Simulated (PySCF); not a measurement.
C2H3Cl3F2GeSi, SMILES F[SiH](F)/C=[CH]/[Ge]([Cl])([Cl])[Cl] at its PBE0/def2-SVP optimised geometry (Å):

```
12

Si     1.3251    -2.1588     0.0000
F      0.8703    -2.8933    -1.3610
F      2.9374    -2.1588     0.0000
C      0.6970    -0.4125     0.0000
C     -0.1101     0.0283     0.9748
Ge    -0.7969     1.8313     1.0217
Cl    -0.1780     2.8396     2.8059
Cl    -0.0779     2.9288    -0.6715
Cl    -2.9374     1.8410     0.9839
H      0.8340    -2.9288     1.1628
H      0.9833     0.2727    -0.8101
H     -0.4221    -0.6217     1.8036
```

Computed with PySCF with PBE0/def2-TZVP. Cells within 0.4 Å of a nucleus heavier than hydrogen are left out (blank, or x).

Map of the Laplacian of the electron density (e/bohr⁵), clipped to [-1.50, 1.50] on the plane z = 0.8 Å:

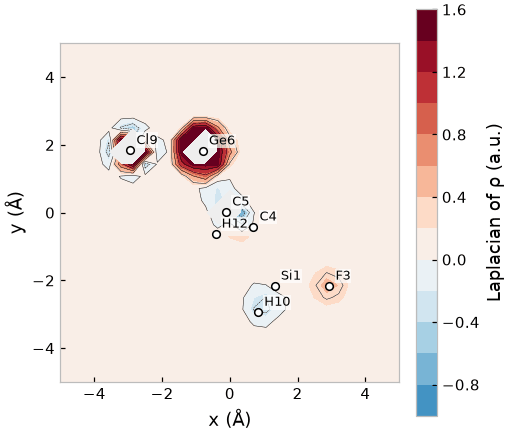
Figure: Laplacian of the electron density (e/bohr⁵), clipped to [-1.50, 1.50] on the plane z = 0.8 Å.
